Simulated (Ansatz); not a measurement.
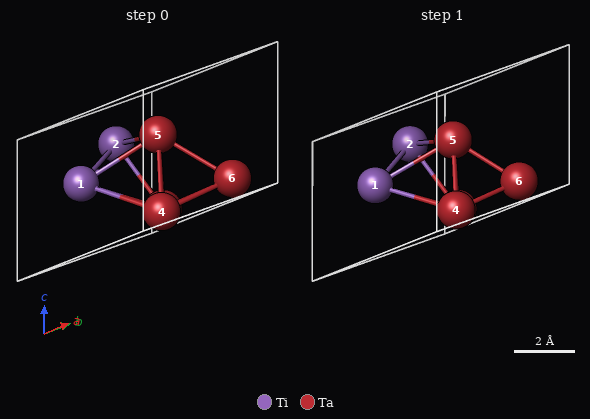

The structure of solid Ta₂Ti (built on the cubic Laves (C15)_227 type) (coarse preliminary run) before (left) and after (right) a relaxation, at one scale.

A ball-and-stick model of the cell of the calculation, reduced to other axes, seen from a free direction. Lengths and directions refer to the drawn axes.

All numbers below come from DFT PBE, scalar-relativistic, plane waves, PAW in Ansatz 0.2.0.

The input:
```yaml
crystal:
  lattice:
    - [0.0392731179, 3.9760553824, 3.8924818625]
    - [3.8654912513, 0.0667642243, 3.8649907561]
    - [3.9362200172, 4.0192930419, -0.0039645415]
  atoms:
    - { symbol: Ti, position: [0.4768020322, 0.5048171779, 0.5108453207] }
    - { symbol: Ti, position: [0.7432204522, 0.74775928, 0.713280898] }
    - { symbol: Ta, position: [0.1317349938, 0.1088043017, 0.1307344718] }
    - { symbol: Ta, position: [0.6495769273, 0.1273076137, 0.0964777573] }
    - { symbol: Ta, position: [0.1193984547, 0.101377878, 0.649792715] }
    - { symbol: Ta, position: [0.1292671398, 0.6599337488, 0.1488688372] }
basis:
  ecutwfc: 420
kpoints:
  mp_grid: { grid: [6, 6, 6] }
hamiltonian:
  xc: pbe
scf:
  occupations: { method: gaussian, width: 0.1 }
output:
  forces: true
  stress: true
  eigenvalues: true
relax:
  adjacent_minimum: "off"
  f_tol: 0.015
  max_steps: 120
  cell: { stress_tol: 0.15 }
```

Launched with:
```bash
ansatz run input.yaml --threads 1 --pin off --max-ram 2560MiB --backend cpu --events-out ev --progress --plain --runs-dir out
```

Summarise the run.

Answer. The run was cut off at its time limit before the relaxation converged, so the last structure is only a point on the way. Ta6 moves most relative to the cell: 0.19 Å along [−3 −3 1]. By element the largest moves are Ta 0.19 Å, Ti 0.07 Å. Cell: a 5.467 → 5.388 Å (−1.4 %), b 5.470 → 5.403 Å (−1.2 %), c 5.511 → 5.445 Å (−1.2 %). Volume −3.8 %. Some distances before and after: Ta4–Ta6 2.892 → 2.576 Å, Ta3–Ta6 3.058 → 2.750 Å, Ta5–Ta6 2.937 → 2.642 Å, Ta4–Ta5 2.989 → 2.714 Å. The space group stays P1 (No. 1). Over 1 geometry step the energy falls by 139 meV per atom. Largest force component: 3.7 eV/Å at the start, 1.5 eV/Å at the end. The pressure goes from −0.61 to 1.49 GPa.
